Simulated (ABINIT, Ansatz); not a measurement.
## Cs3GaF6 (Fm-3m): G0W0 with ABINIT, start to end

Aim: the G0W0 gap of Cs3GaF6 (Fm-3m) on PBEsol, step by step.

Program: ABINIT 10.8.3. Level of theory: PBEsol and many-body steps on it, plane waves. Results are calculated unless marked as measured.

### Step 1. The starting structure

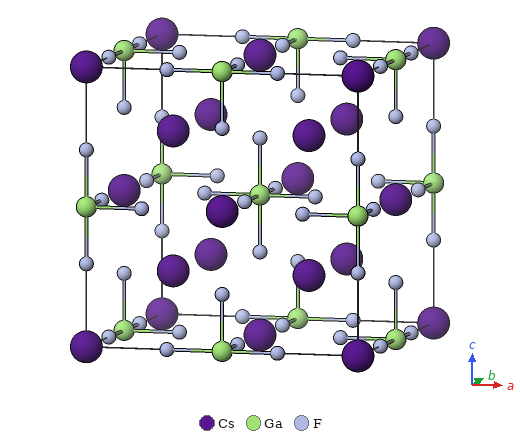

The starting structure, seen slightly off an axis (caesium purple, gallium green, fluorine light blue). This picture shows the conventional cell, with its axes. Some periodic images of atoms are drawn too.

The cell and positions come from the Crystallography Open Database and are kept as given unless a step says otherwise. Spin-orbit coupling is left out unless a step names it.

### Step 2. Ground state

This step: ABINIT 10.8.3; DFT, PBEsol, plane waves, norm-conserving pseudopotentials.

The ground-state density comes first.

File run.abi:

```
acell 3*1.0 Angstrom
rprim 
  -0.000000000000 4.723900000000 4.723900000000
  4.723900000000 0.000000000000 4.723900000000
  4.723900000000 4.723900000000 0.000000000000
ntypat 3
znucl 55 31 9
natom 10
typat 1 1 1 2 3 3 3 3 3 3
xred 
  0.750000000000 0.750000000000 0.750000000000
  0.250000000000 0.250000000000 0.250000000000
  0.000000000000 0.000000000000 0.000000000000
  0.500000000000 0.500000000000 0.500000000000
  0.296500000000 0.703500000000 0.703500000000
  0.703500000000 0.296500000000 0.703500000000
  0.703500000000 0.296500000000 0.296500000000
  0.296500000000 0.703500000000 0.296500000000
  0.703500000000 0.703500000000 0.296500000000
  0.296500000000 0.296500000000 0.703500000000
pp_dirpath "pseudos"
pseudos "Cs.upf, Ga.upf, F.upf"
ecut 45
ngkpt 4 4 4
nshiftk 1
shiftk 0 0 0
kptopt 1
chksymbreak 0
nband 54
occopt 1
tolvrs 1e-10
nstep 60
prtwf 0
optforces 0
optstress 0
indata_prefix "in"
outdata_prefix "out"
tmpdata_prefix "tmp"
```

Launch:

```
OMP_NUM_THREADS=1 mpirun -n 4 abinit run.abi > log
```

Numbers of over 12 decimals in the logs are rounded to 6 here.

What it wrote:

```text
.Version 10.8.3 of ABINIT. v10.8.2 released Aug 2026.

 Symmetries : space group Fm -3 m (#225); Bravais cF (face-center cubic)
================================================================================
 Values of the parameters that define the memory need of the present run
     intxc =       0    ionmov =       0      iscf =       7    lmnmax =       8
     lnmax =       8     mgfft =      80  mpssoang =       4    mqgrid =    3113
     natom =      10  nloc_mem =       1    nspden =       1   nspinor =       1
    nsppol =       1      nsym =      48    n1xccc =    2501    ntypat =       3
    occopt =       1   xclevel =       2
-    mband =          54        mffmem =           1         mkmem =           2
       mpw =       20553          nfft =      512000          nkpt =           8
================================================================================
  Rough estimation (10% accuracy) of disk space for files :
================================================================================

--------------------------------------------------------------------------------
------------- Echo of variables that govern the present computation ------------
--------------------------------------------------------------------------------
 -outvars: echo values of preprocessed input variables --------
            acell      1.8897261259E+00  1.8897261259E+00  1.8897261259E+00 Bohr

      chksymbreak           0
             ecut      4.50000000E+01 Hartree
-          fftalg         312

              ixc     -116133
              kpt      0.00000000E+00  0.00000000E+00  0.00000000E+00
                       2.50000000E-01  0.00000000E+00  0.00000000E+00
                       5.00000000E-01  0.00000000E+00  0.00000000E+00
                       2.50000000E-01  2.50000000E-01  0.00000000E+00
                       5.00000000E-01  2.50000000E-01  0.00000000E+00
                      -2.50000000E-01  2.50000000E-01  0.00000000E+00
                       5.00000000E-01  5.00000000E-01  0.00000000E+00
                      -2.50000000E-01  5.00000000E-01  2.50000000E-01
         kptrlatt        4    0    0      0    4    0      0    0    4
          kptrlen      5.04980435E+01
P           mkmem           2
            natom          10
            nband          54
            ngfft          80      80      80
             nkpt           8
            nstep          60
             nsym          48
           ntypat           3
              occ      2.000000  2.000000  2.000000  2.000000  2.000000  2.000000
                       2.000000  2.000000  2.000000  2.000000  2.000000  2.000000
                       2.000000  2.000000  2.000000  2.000000  2.000000  2.000000
                       2.000000  2.000000  2.000000  2.000000  2.000000  2.000000
                       2.000000  2.000000  2.000000  2.000000  2.000000  2.000000
                       2.000000  2.000000  2.000000  2.000000  2.000000  2.000000
                       2.000000  2.000000  2.000000  2.000000  2.000000  2.000000
                       2.000000  2.000000  2.000000  0.000000  0.000000  0.000000
                       0.000000  0.000000  0.000000  0.000000  0.000000  0.000000
        optforces           0
        optstress           0
            prtwf           0
            rprim     -0.0000000000E+00  4.7239000000E+00  4.7239000000E+00
                       4.7239000000E+00  0.0000000000E+00  4.7239000000E+00
                       4.7239000000E+00  4.7239000000E+00  0.0000000000E+00
          spgroup         225

           tolvrs      1.00000000E-10

             xred      7.5000000000E-01  7.5000000000E-01  7.5000000000E-01
                       2.5000000000E-01  2.5000000000E-01  2.5000000000E-01
[...]
znucl       55.00000   31.00000    9.00000

================================================================================

 chkinp: Checking input parameters for consistency.

================================================================================
== DATASET  1 ==================================================================
-   mpi_nproc: 4, omp_nthreads: 1 (-1 if OMP is not activated)

--- !DatasetInfo
iteration_state: {dtset: 1, }
dimensions: {natom: 10, nkpt: 8, mband: 54, nsppol: 1, nspinor: 1, nspden: 1, mpw: 20553, }
cutoff_energies: {ecut:  45.0, pawecutdg:  -1.0, }
electrons: {nelect:   9.00000000E+01, charge:   0.00000000E+00, occopt:   1.00000000E+00, tsmear:   1.00000000E-02, }

 Real(R)+Recip(G) space primitive vectors, cartesian coordinates (Bohr,Bohr^-1):
 R(1)=  0.0000000  8.9268772  8.9268772  G(1)= -0.0560106  0.0560106  0.0560106
 R(2)=  8.9268772  0.0000000  8.9268772  G(2)=  0.0560106 -0.0560106  0.0560106
 R(3)=  8.9268772  8.9268772  0.0000000  G(3)=  0.0560106  0.0560106 -0.0560106
 Unit cell volume ucvol=  1.4227503E+03 bohr^3
 Angles (23,13,12)=  6.00000000E+01  6.00000000E+01  6.00000000E+01 degrees

 getcut: wavevector=  0.0000  0.0000  0.0000  ngfft=  80  80  80
         ecut(hartree)=     45.000   => boxcut(ratio)=   2.09848

--- Pseudopotential description ------------------------------------------------
- Cs Generated using ONCVPSP code by D. R. Hamann
- 55.00000   9.00000  180301                  znucl, zion, pspdat
12 -116133 3 -1 2384                          pspcod,pspxc,lmax,lloc,mmax
     nproj     2     2     2     2
[...]
1.05813026E+04                                ecore*ucvol(ha*bohr**3)
--------------------------------------------------------------------------------

_setup2: Arith. and geom. avg. npw (full set) are   20513.234   20513.209

================================================================================

--- !BeginCycle
iteration_state: {dtset: 1, }
solver: {iscf: 7, nstep: 60, nline: 4, wfoptalg: 0, }
tolerances: {tolvrs: 1.00E-10, }

     iter   Etot(hartree)      deltaE(h)  residm     vres2
 ETOT  1  -443.18739499603    -4.432E+02 2.396E-01 1.656E+05
 ETOT  2  -440.62069800351     2.567E+00 1.819E-01 3.123E+05
 ETOT  3  -463.29620733626    -2.268E+01 2.335E-01 3.621E+04
 ETOT  4  -464.67968427556    -1.383E+00 1.250E-02 2.315E+04
 ETOT  5  -465.12728554379    -4.476E-01 1.344E-02 1.474E+04
 ETOT  6  -465.59158079332    -4.643E-01 9.174E-03 6.336E+03
 ETOT  7  -465.82580535703    -2.342E-01 1.512E-02 2.009E+03
 ETOT  8  -465.92250665830    -9.670E-02 7.917E-03 1.799E+02
 ETOT  9  -465.93232604178    -9.819E-03 3.827E-03 4.256E-01
 ETOT 10  -465.93235988853    -3.385E-05 9.332E-03 5.784E-02
[...]
ETOT 14  -465.93237266310    -9.173E-10 8.309E-04 2.098E-06
 ETOT 15  -465.93237266315    -4.877E-11 1.801E-04 4.015E-07
 ETOT 16  -465.93237266310     4.968E-11 1.521E-04 1.256E-08
 ETOT 17  -465.93237266332    -2.208E-10 3.819E-05 3.945E-10
 ETOT 18  -465.93237266305     2.713E-10 3.222E-05 7.311E-11

 At SCF step   18       vres2   =  7.31E-11 < tolvrs=  1.00E-10 =>converged.

--- !ResultsGS
iteration_state: {dtset: 1, }
comment   : Summary of ground state results
lattice_vectors:
- [ -0.0000000,   8.9268772,   8.9268772, ]
- [  8.9268772,   0.0000000,   8.9268772, ]
- [  8.9268772,   8.9268772,   0.0000000, ]
lattice_lengths: [  12.62451,   12.62451,   12.62451, ]
lattice_angles: [ 60.000,  60.000,  60.000, ] # degrees, (23, 13, 12)
lattice_volume:   1.4227503E+03
convergence: {deltae:  2.713E-10, res2:  7.311E-11, residm:  3.222E-05, diffor:  0.000E+00, }
etotal    :  -4.65932373E+02
entropy   :   0.00000000E+00
fermie    :   5.19740728E-03
cartesian_stress_tensor: null
pressure_GPa: null
xred      :
- [  7.5000E-01,   7.5000E-01,   7.5000E-01, Cs]
- [  2.5000E-01,   2.5000E-01,   2.5000E-01, Cs]
- [  0.0000E+00,   0.0000E+00,   0.0000E+00, Cs]
- [  5.0000E-01,   5.0000E-01,   5.0000E-01, Ga]
- [  2.9650E-01,   7.0350E-01,   7.0350E-01,  F]
- [  7.0350E-01,   2.9650E-01,   7.0350E-01,  F]
- [  7.0350E-01,   2.9650E-01,   2.9650E-01,  F]
- [  2.9650E-01,   7.0350E-01,   2.9650E-01,  F]
- [  7.0350E-01,   7.0350E-01,   2.9650E-01,  F]
- [  2.9650E-01,   2.9650E-01,   7.0350E-01,  F]
cartesian_forces: null
force_length_stats: {min: null, max: null, mean: null, }

 Integrated electronic density in atomic spheres:
 ------------------------------------------------
 Atom  Sphere_radius  Integrated_density
[...]
================================================================================

 ----iterations are completed or convergence reached----

 Mean square residual over all n,k,spin=   15.941E-08; max=  32.216E-06
 reduced coordinates (array xred) for   10 atoms
[...]
0.703500000000      0.296500000000      0.703500000000
       0.703500000000      0.296500000000      0.296500000000
       0.296500000000      0.703500000000      0.296500000000
       0.703500000000      0.703500000000      0.296500000000
       0.296500000000      0.296500000000      0.703500000000
 rms dE/dt=  0.0000E+00; max dE/dt=  0.0000E+00; dE/dt below (all hartree)
    1       0.000000000000      0.000000000000      0.000000000000
    2       0.000000000000      0.000000000000      0.000000000000
    3       0.000000000000      0.000000000000      0.000000000000
    4       0.000000000000      0.000000000000      0.000000000000
    5       0.000000000000      0.000000000000      0.000000000000
    6       0.000000000000      0.000000000000      0.000000000000
    7       0.000000000000      0.000000000000      0.000000000000
    8       0.000000000000      0.000000000000      0.000000000000
    9       0.000000000000      0.000000000000      0.000000000000
   10       0.000000000000      0.000000000000      0.000000000000

 cartesian coordinates (angstrom) at end:
[...]
6      4.723900     6.646527     4.723900
    7      2.801273     4.723900     4.723900
    8      4.723900     2.801273     4.723900
    9      4.723900     4.723900     6.646527
   10      4.723900     4.723900     2.801273
 length scales=  1.889726125908  1.889726125908  1.889726125908 bohr
              =  1.000000000000  1.000000000000  1.000000000000 angstroms
 prteigrs : about to open file out_EIG
 Fermi (or HOMO) energy (hartree) =   0.00520   Average Vxc (hartree)=  -0.32981
 Eigenvalues (hartree) for nkpt=   8  k points:
 kpt#   1, nband= 54, wtk=  0.01563, kpt=  0.0000  0.0000  0.0000 (reduced coord)
  -5.11971   -3.31293   -3.31293   -3.31293   -0.72712   -0.70550   -0.70550   -0.70550
  -0.70248   -0.70248   -0.65687   -0.65679   -0.63244   -0.39224   -0.39224   -0.39224
  -0.38978   -0.38978   -0.18393   -0.18393   -0.18393   -0.18235   -0.18235   -0.18235
  -0.15478   -0.15478   -0.15478   -0.15258   -0.05808   -0.05808   -0.05808   -0.03187
  -0.03187   -0.03187   -0.02142   -0.02142   -0.01421   -0.01421   -0.01421   -0.00921
  -0.00921   -0.00921    0.00430    0.00430    0.00430    0.22254    0.28519    0.28519
   0.32643    0.32643    0.32643    0.32899    0.32899    0.35180
 prteigrs : prtvol=0 or 1, do not print more k-points.

--- !EnergyTerms
iteration_state     : {dtset: 1, }
comment             : Components of total free energy in Hartree
kinetic             :  2.33052853252594E+02
hartree             :  2.32480422848644E+02
xc                  : -7.86490446956713E+01
Ewald energy        : -1.91385081176009E+02
psp_core            :  7.43721698202068E+00
local_psp           : -6.03694879539626E+02
non_local_psp       : -6.51738603349988E+01
total_energy        : -4.65932372663046E+02
total_energy_eV     : -1.26786657570405E+04
band_energy         : -5.06366401006746E+01

== END DATASET(S) ==============================================================
================================================================================

 -outvars: echo values of variables after computation  --------
           etotal     -4.6593237266E+02
            nband          54
             nkpt           8
          spgroup         225
 [... the other variables as echoed above ...]

 Calculation completed.
```

Elapsed: 6.4 min, on 4 MPI ranks of Intel Xeon 6975P-C (Granite Rapids), shared host; peak memory 0.97 GiB; 26 min of CPU time.

Numbers from this step:

```
total energy               : -12678.6658 eV
gap                        : 5.914 eV
k of the valence top       : 0.5, 0, 0
k of the conduction bottom : 0, 0, 0
least direct gap           : 5.939 eV
```

The gap is indirect, with the least direct gap 0.02 eV higher.

### Step 3. Empty states on the mesh, 2×2×2 mesh, 409 bands

The sums over transitions need many empty states on a uniform mesh; this step solves for them.

Changes to run.abi since step 2:

```diff
@@ -23,3 +23,3 @@
 ecut 45
-ngkpt 4 4 4
+ngkpt 2 2 2
 nshiftk 1
@@ -28,9 +28,10 @@
 chksymbreak 0
-nband 54
-occopt 1
-tolvrs 1e-10
+iscf -2
+irdden 1
+istwfk *1
+nband 409
+nbdbuf 36
+tolwfr 1e-09
 nstep 60
-prtwf 0
-optforces 0
-optstress 0
+prtvol 0
 indata_prefix "in"
```

Launch:

```
OMP_NUM_THREADS=1 mpirun -n 3 abinit run.abi > log
```

What it wrote:

```text
.Version 10.8.3 of ABINIT. v10.8.2 released Aug 2026.

 Symmetries : space group Fm -3 m (#225); Bravais cF (face-center cubic)
[... echo of the input left out ...]
== DATASET  1 ==================================================================
-   mpi_nproc: 3, omp_nthreads: 1 (-1 if OMP is not activated)

--- !DatasetInfo
iteration_state: {dtset: 1, }
dimensions: {natom: 10, nkpt: 3, mband: 409, nsppol: 1, nspinor: 1, nspden: 1, mpw: 20554, }
cutoff_energies: {ecut:  45.0, pawecutdg:  -1.0, }
electrons: {nelect:   9.00000000E+01, charge:   0.00000000E+00, occopt:   1.00000000E+00, tsmear:   1.00000000E-02, }

 Real(R)+Recip(G) space primitive vectors, cartesian coordinates (Bohr,Bohr^-1):
 R(1)=  0.0000000  8.9268772  8.9268772  G(1)= -0.0560106  0.0560106  0.0560106
 R(2)=  8.9268772  0.0000000  8.9268772  G(2)=  0.0560106 -0.0560106  0.0560106
 R(3)=  8.9268772  8.9268772  0.0000000  G(3)=  0.0560106  0.0560106 -0.0560106
 Unit cell volume ucvol=  1.4227503E+03 bohr^3
 Angles (23,13,12)=  6.00000000E+01  6.00000000E+01  6.00000000E+01 degrees

 getcut: wavevector=  0.0000  0.0000  0.0000  ngfft=  80  80  80
         ecut(hartree)=     45.000   => boxcut(ratio)=   2.09848

--- Pseudopotential description ------------------------------------------------
- Cs Generated using ONCVPSP code by D. R. Hamann
- 55.00000   9.00000  180301                  znucl, zion, pspdat
12 -116133 3 -1 2384                          pspcod,pspxc,lmax,lloc,mmax
     nproj     2     2     2     2
  pspatm : epsatm=   22.12462466
         --- l  ekb(1:nproj) -->
             0    6.214110    0.767882
             1    6.311966    0.793598
             2    3.769790    0.913105
[...]
pspatm: atomic psp has been read  and splines computed

- Ga Generated using ONCVPSP code by D. R. Hamann
- 31.00000  21.00000  180301                  znucl, zion, pspdat
12 -116133 2 -1 1902                          pspcod,pspxc,lmax,lloc,mmax
     nproj     2     2     2     0
  pspatm : epsatm=   21.80669258
         --- l  ekb(1:nproj) -->
[...]
pspatm: atomic psp has been read  and splines computed

- F Generated using ONCVPSP code by D. R. Hamann
-  9.00000   7.00000  180301                  znucl, zion, pspdat
12 -116133 2 -1 832                           pspcod,pspxc,lmax,lloc,mmax
     nproj     2     2     1     0
  pspatm : epsatm=    4.89824381
         --- l  ekb(1:nproj) -->
[...]
2   -2.394754
 pspatm: atomic psp has been read  and splines computed

--------------------------------------------------------------------------------

================================================================================
 prteigrs : about to open file out_EIG
 Non-SCF case, kpt    1 (  0.00000  0.00000  0.00000), residuals and eigenvalues=
  2.15E-10  1.81E-10  2.45E-10  1.79E-10  9.62E-10  6.99E-10  8.48E-10  7.39E-10
[...]
7.61E-04
 -5.1197E+00 -3.3129E+00 -3.3129E+00 -3.3129E+00 -7.2712E-01 -7.0550E-01
 -7.0550E-01 -7.0550E-01 -7.0248E-01 -7.0248E-01 -6.5687E-01 -6.5679E-01
 -6.3244E-01 -3.9224E-01 -3.9224E-01 -3.9224E-01 -3.8978E-01 -3.8978E-01
[...]
2.8548E+00  2.8674E+00  2.8674E+00  2.8674E+00  2.8890E+00  2.8891E+00
  2.9350E+00  2.9358E+00  2.9395E+00  2.9418E+00  2.9433E+00  2.9474E+00
  2.9533E+00
 prteigrs : prtvol=0 or 1, do not print more k-points.

--- !ResultsGS
iteration_state: {dtset: 1, }
comment   : Summary of ground state results
lattice_vectors:
- [ -0.0000000,   8.9268772,   8.9268772, ]
- [  8.9268772,   0.0000000,   8.9268772, ]
- [  8.9268772,   8.9268772,   0.0000000, ]
lattice_lengths: [  12.62451,   12.62451,   12.62451, ]
lattice_angles: [ 60.000,  60.000,  60.000, ] # degrees, (23, 13, 12)
lattice_volume:   1.4227503E+03
convergence: {deltae:  0.000E+00, res2:  0.000E+00, residm:  9.945E-10, diffor:  0.000E+00, }
etotal    :  -4.65932373E+02
entropy   :   0.00000000E+00
fermie    :   5.19740728E-03
cartesian_stress_tensor: null
pressure_GPa: null
xred      :
- [  7.5000E-01,   7.5000E-01,   7.5000E-01, Cs]
- [  2.5000E-01,   2.5000E-01,   2.5000E-01, Cs]
- [  0.0000E+00,   0.0000E+00,   0.0000E+00, Cs]
- [  5.0000E-01,   5.0000E-01,   5.0000E-01, Ga]
- [  2.9650E-01,   7.0350E-01,   7.0350E-01,  F]
- [  7.0350E-01,   2.9650E-01,   7.0350E-01,  F]
- [  7.0350E-01,   2.9650E-01,   2.9650E-01,  F]
- [  2.9650E-01,   7.0350E-01,   2.9650E-01,  F]
- [  7.0350E-01,   7.0350E-01,   2.9650E-01,  F]
- [  2.9650E-01,   2.9650E-01,   7.0350E-01,  F]
cartesian_forces: null
force_length_stats: {min: null, max: null, mean: null, }

 Integrated electronic density in atomic spheres:
 ------------------------------------------------
 Atom  Sphere_radius  Integrated_density
[...]
================================================================================

 ----iterations are completed or convergence reached----

 Mean square residual over all n,k,spin=   43.282E-11; max=  99.449E-11
 reduced coordinates (array xred) for   10 atoms
[...]
0.703500000000      0.703500000000      0.296500000000
       0.296500000000      0.296500000000      0.703500000000

 cartesian coordinates (angstrom) at end:
    1      7.085850     7.085850     7.085850
    2      2.361950     2.361950     2.361950
    3      0.000000     0.000000     0.000000
[...]
9      4.723900     4.723900     6.646527
   10      4.723900     4.723900     2.801273
 length scales=  1.889726125908  1.889726125908  1.889726125908 bohr
              =  1.000000000000  1.000000000000  1.000000000000 angstroms
 prteigrs : about to open file out_EIG
 Eigenvalues (hartree) for nkpt=   3  k points:
 kpt#   1, nband=409, wtk=  0.12500, kpt=  0.0000  0.0000  0.0000 (reduced coord)
[...]
2.85223    2.85223    2.85223    2.85476    2.85476    2.86741    2.86741    2.86741
   2.88898    2.88909    2.93500    2.93578    2.93949    2.94182    2.94333    2.94742
   2.95328
 prteigrs : prtvol=0 or 1, do not print more k-points.

== END DATASET(S) ==============================================================
================================================================================

 -outvars: echo values of variables after computation  --------
            nband         409
             nkpt           3
          spgroup         225
 [... the other variables as echoed above ...]

 Calculation completed.
```

The job ended after 22 min (3 MPI ranks; peak memory 0.9 GiB; 67 min of CPU time).

Numbers from this step:

| Quantity | Value |
| --- | --- |
| gap | 5.914 eV |
| k of the valence top | 0.5, 0, 0 |
| k of the conduction bottom | 0, 0, 0 |
| least direct gap | 5.939 eV |
| k points computed | 3 |
| lowest point of the top converged band, above the valence top | 72.6215 eV |

On this mesh the gap is 5.914 eV.

(Continued in part 2 of 2.)

[Paths, hosts, dates, memory and timing lines, banners, echoed tables and standing remarks are left out of the program output.]

[Logs are printed without paths, hosts, clocks, repeated set-up lines and the standing remarks that a program may print on its own settings, such as how far it seeks lower states.]

[Runs of the session that timed out or met a known fault of the program may be left out.]

[Hosts, paths, dates, database ids (printed as entryN), source tags and the programs' standing remarks are cut or masked in the printed files.]

[G0W0 gaps are taken among the corrected bands and points alone; a level outside them can change the order at an edge.]

[Where Ansatz stands beside ABINIT at settings called matched, ABINIT's density can come from a denser mesh and the files from another edition; pairs whose starting gaps differed by over 0.03 eV were left out, so agreement reads better than it is.]
